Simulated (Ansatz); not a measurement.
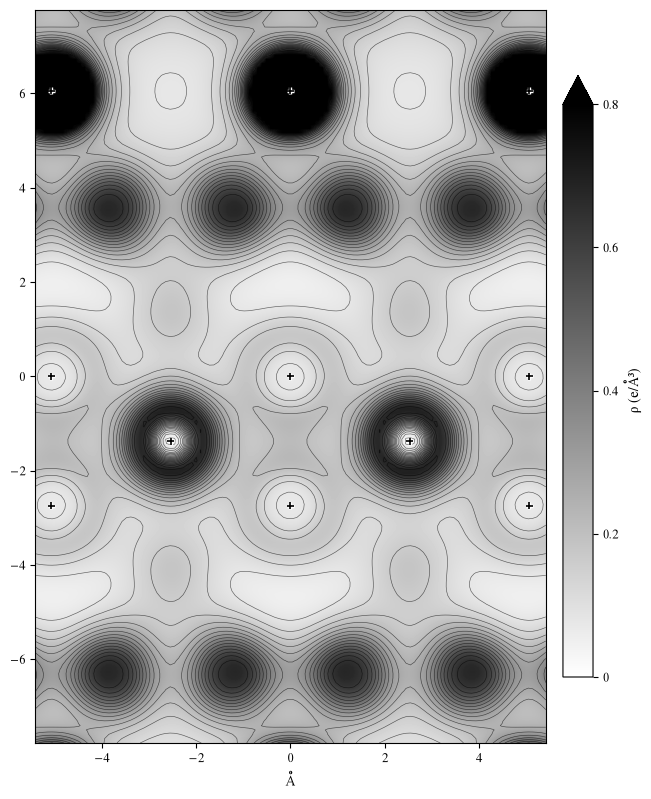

The valence pseudo-density on a plane through atoms (crosses mark nuclei in the plane).

Computed with DFT, PBEsol, plane waves, PAW in Ansatz 0.2.0.

Candidates:
A. NbZn₂P₃, a = 4.76 Å, b = 8.17 Å, c = 4.68 Å, α = 90.00°, β = 90.00°, γ = 90.00°. Space group Cmmm; a structure from a database of computed crystals, not necessarily the ambient phase; started from the LaAl2Cu3-65 prototype, which need not be the ambient phase.
B. Al₂SbP₃, a = 5.07 Å, b = 5.07 Å, c = 14.86 Å, α = 90.00°, β = 90.00°, γ = 120.00°. Space group R-3m; a structure from a database of computed crystals, not necessarily the ambient phase; started from the Li2GaCu3-166 prototype, which need not be the ambient phase.
C. Lu₂GaN₃, a = 3.45 Å, b = 10.46 Å, c = 4.85 Å, α = 90.00°, β = 90.00°, γ = 90.00°. Space group Imm2; a structure from a database of computed crystals, not necessarily the ambient phase; started from the Cu2GeS3-44 prototype, which need not be the ambient phase; changed on purpose from its base cell (shaken).

Q: Which candidate gave the map?

A: Candidate B: Al₂SbP₃ on the (010) plane of the conventional cell, which holds Al, Sb and P. Al–Al (2.75 Å): ρ at the midpoint is about 0.21 e/Å³. Al–P (2.88 Å): ρ at the midpoint is about 0.21 e/Å³.
